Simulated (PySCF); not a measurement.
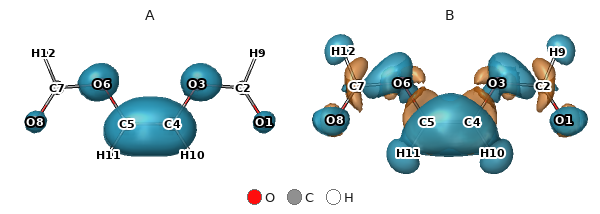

Figure. C₄H₄O₄, SMILES `O=CO/C=C\OC=O`. The Fukui function f⁻ from two separate SCF calculations and the density of the HOMO, at ±0.02 e/Å³ (light blue positive, orange negative).

PySCF calculation, HF/6-31+G*, gas phase; geometry: GFN2-xTB. No frequency check shows the geometry to be a minimum.

Which panel is which, and how good is the frozen-orbital picture?

Answer. B is f⁻ (it has negative regions), A the HOMO density. The HOMO lies on C4 and C5 (32 % each) and O3 and O6 (11 % each); f⁻ (Hirshfeld-condensed) is largest on C4 and C5 (0.23 each); the vertical ionisation energy is 8.70 eV (the stability of the cation's solution wasn't checked). Relaxation shifts 26 % of the electron between atoms. The orbital energy is −10.07 eV.

Run time: 34 s on 1 thread of Intel(R) Xeon(R) Processor @ 2.50GHz (Skylake/Cascade Lake) (shared host), peak memory 0.38 GiB.
